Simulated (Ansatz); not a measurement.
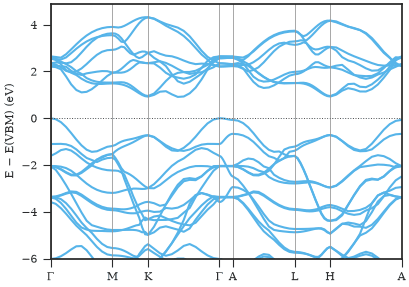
*Band structure from r²SCAN+D4 in the plane-wave PAW code Ansatz*

### Question
Read off the gap and where the band edges lie.

### Answer
About 0.9 eV (0.90 eV by a search for the band edges); maximum at Γ, minimum on the K–Γ line, 45 % of the way from K.

### Question
Which of these materials gives this?
A. MoSeS, P-3m1 (Mo on 2c, Se on 2d, S on 2d)
B. MnO2, CdI2 type
C. CdH2O2, P-3m1 (Cd on 1a, H on 2d, O on 2d)

### Answer
A, MoSeS, P-3m1 (Mo on 2c, Se on 2d, S on 2d)

The first step of the workflow began from a Materials Project structure, measured or hypothetical; the Crystallography Open Database copy checked does not list it. Its standing as an ambient phase is unchecked. Symmetry was held in the r²SCAN+D4 relaxation; whether a distortion lowers the energy is not shown. The run is not spin-polarised. Spin–orbit coupling is left out wherever it is not named.

Potentials: the later of the program's two PAW sets.
